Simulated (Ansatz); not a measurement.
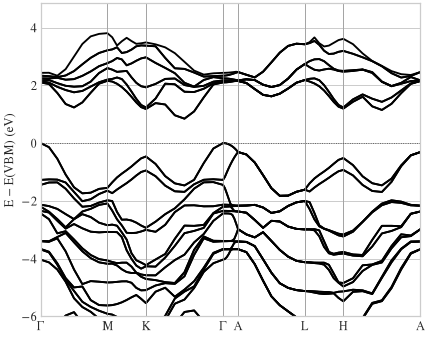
Figure: Band structure from PBE+D3(BJ) with spin–orbit coupling in the plane-wave PAW code Ansatz

Task: Read off the gap and where the band edges lie.

Result: About 0.8 eV (0.84 eV by a search for the band edges); maximum at Γ, minimum on the K–Γ line, 48 % of the way from K.

The material is WS2 in space group P6_3/mmc (No. 194; W on 2c, S on 4f).

Symmetry was held in the PBE+D3(BJ) relaxation. No spin polarisation was allowed.

Potentials: the earlier of the program's two PAW sets.
